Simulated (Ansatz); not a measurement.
**Run report: C₂H₉GaSi, single-point calculation**

System: C₂H₉GaSi.
Method: RKS B97/6-31G (Ansatz 0.2.0).

The geometry comes from this level: PBE0-D4/def2-TZVP. Figures and captions count atoms from 1; the log counts them from 0 in places.

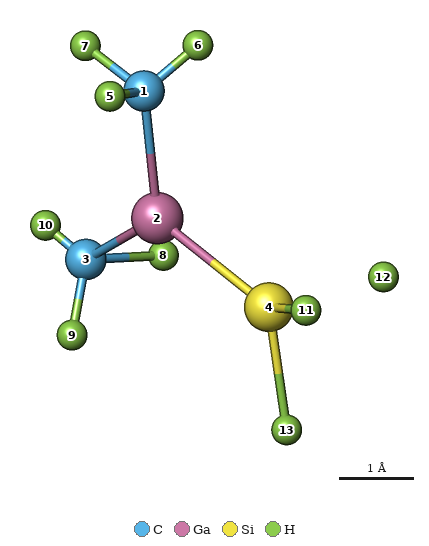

Fig. 1: The structure (ball-and-stick view, seen at a tilt; atoms are numbered from 1 in the order of the input). Sticks mark near contacts.

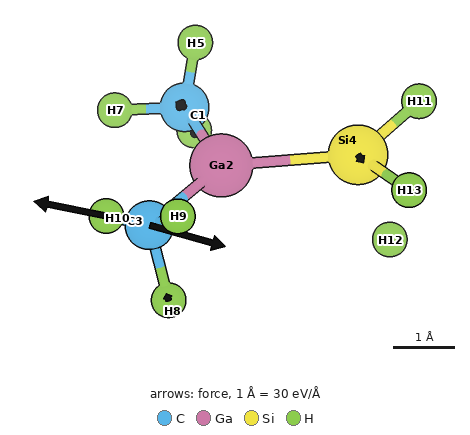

Fig. 2: Forces on the atoms as black arrows (ball-and-stick view, seen at a tilt; atoms are numbered from 1 in the order of the input); the smallest are left out. The largest act on C3 (39.98 eV/Å); H10 (37.76 eV/Å). The geometry is not a stationary point of this energy.

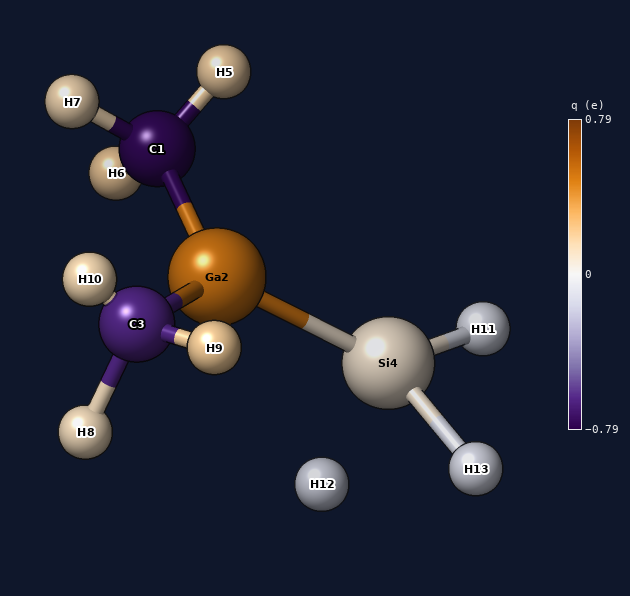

Fig. 3: Mulliken charges, as the colour of each atom (ball-and-stick view, seen at a tilt; atoms are numbered from 1 in the order of the input; Mulliken charges depend strongly on the basis). By element: C −0.76 to −0.63, Ga +0.51, Si +0.09 and H −0.10 to +0.20 e.

The input and output of the run follow.

**Input file**
```yaml
crystal:
  periodic: [false, false, false]
  atoms:
    - {symbol: C, position_ang: [-0.030096, 1.486454, -1.217514]}
    - {symbol: Ga, position_ang: [0.255878, 0.051600, 0.000041]}
    - {symbol: C, position_ang: [1.496662, 0.151814, 1.537455]}
    - {symbol: Si, position_ang: [-1.082389, -1.695821, -0.618596]}
    - {symbol: H, position_ang: [0.321913, 1.224408, -2.225529]}
    - {symbol: H, position_ang: [-0.858480, 1.972149, -1.143728]}
    - {symbol: H, position_ang: [0.672440, 2.371145, -0.938597]}
    - {symbol: H, position_ang: [0.561223, 0.254872, 2.515694]}
    - {symbol: H, position_ang: [1.876753, -0.835992, 1.572504]}
    - {symbol: H, position_ang: [1.947465, 0.739492, 1.517987]}
    - {symbol: H, position_ang: [-1.706514, -2.196107, -1.790064]}
    - {symbol: H, position_ang: [-2.586925, -1.363329, 0.303122]}
    - {symbol: H, position_ang: [-0.920741, -3.216458, 0.147805]}
basis:
  gaussian: {orbitals: 6-31G, final_grid: {core_spheres: 20, valence_spheres: 16, degree: 47}}
hamiltonian: {xc: {name: B97}}
output: {forces: true}
```

Launched with:
```bash
ansatz run in.yaml --threads 4 --pin off --events-out ev --progress --plain --max-ram 10444MiB
```

**Log**
```
Functional definition: B97
  name "B97"
  cite "Becke, J. Chem. Phys. 107, 8554 (1997) doi:10.1063/1.475007"
  parameter cx = 0.1943
  parameter cx0 = 0.8094
  parameter cx1 = 0.5073
  parameter cx2 = 0.7481
  parameter css0 = 0.1737
  parameter css1 = 2.3487
  parameter css2 = -2.4868
  parameter cos0 = 0.9454
  parameter cos1 = 0.7471
  parameter cos2 = -4.5961
  exchange = spin_sum(e_x_unif_s*poly(b97_u_x, cx0, cx1, cx2)) + cx*exact_x
  correlation = spin_sum(e_c_pw_same_spin*poly(b97_u_same, css0, css1, css2))
      + integral(e_c_pw_opposite_spin*poly(b97_u_opposite, cos0, cos1, cos2))
932 factors; integrals over basis functions are off by at most 2.6e-4 eV
mean field evaluation 1: about -62442.9687 eV, gradient 6.8e1 eV
mean field evaluation 2: about -62435.5030 eV, gradient 8.1e1 eV
mean field evaluation 4: about -62454.2582 eV, gradient 3.5e0 eV
mean field evaluation 8: about -62454.3845 eV, gradient 1.8e-1 eV
mean field evaluation 16: about -62454.3846 eV, gradient 3.1e-5 eV
mean field -62454.38462504 eV, -2295.1563018677 hartree, gradient 3.0e-5 eV, S^2 0.000000; 0 other end points of the search recorded, 0 dependent functions left out
the calculation of the forces begins
reference -62454.38465656 eV, -2295.1563030263 hartree; 33, 33 occupied and 45, 45 virtual orbitals, 932 factors
Total energy: -62454.38465656 eV, -2295.1563030263 hartree
Atom 0 at    -0.030096     1.486454    -1.217514 Å, force     7.357685    -0.026960    -0.118756 eV/Å
Atom 1 at     0.255878     0.051600     0.000041 Å, force     0.980797     0.741386     0.433848 eV/Å
Atom 2 at     1.496662     0.151814     1.537455 Å, force   -27.247196   -29.144844     2.582034 eV/Å
Atom 3 at    -1.082389    -1.695821    -0.618596 Å, force    -2.509716    -3.085504     3.901096 eV/Å
Atom 4 at     0.321913     1.224408    -2.225529 Å, force    -0.673682    -0.030289    -0.094199 eV/Å
Atom 5 at    -0.858480     1.972149    -1.143728 Å, force    -6.292074     2.565384    -0.216558 eV/Å
Atom 6 at     0.672440     2.371145    -0.938597 Å, force    -0.383291    -1.306669    -0.217148 eV/Å
Atom 7 at     0.561223     0.254872     2.515694 Å, force     3.148296    -0.305438    -2.680642 eV/Å
Atom 8 at     1.876753    -0.835992     1.572504 Å, force     0.833114    -0.822734     0.751522 eV/Å
Atom 9 at     1.947465     0.739492     1.517987 Å, force    23.146332    29.826077    -0.519971 eV/Å
Atom 10 at    -1.706514    -2.196107    -1.790064 Å, force    -0.463005    -0.102197    -1.874464 eV/Å
Atom 11 at    -2.586925    -1.363329     0.303122 Å, force     1.922647    -0.118366    -1.147636 eV/Å
Atom 12 at    -0.920741    -3.216458     0.147805 Å, force     0.180095     1.810155    -0.799126 eV/Å
Dipole moment:     0.373728     0.388461    -0.075177 e Å
```

**Results in brief**

| quantity | value |
| --- | --- |
| outcome | converged |
| total energy | −62454.3847 eV |
| SCF solution under orbital rotations | stable |
| largest force (length of the vector) | 39.981 eV/Å |
| dipole moment | 2.61 D |
| hardware | 4 threads of Arm Neoverse V1, 23 GiB of memory available, shared host |
| wall time | 2.9 s (CPU time 10 s) |
| peak memory | 0.52 GiB |
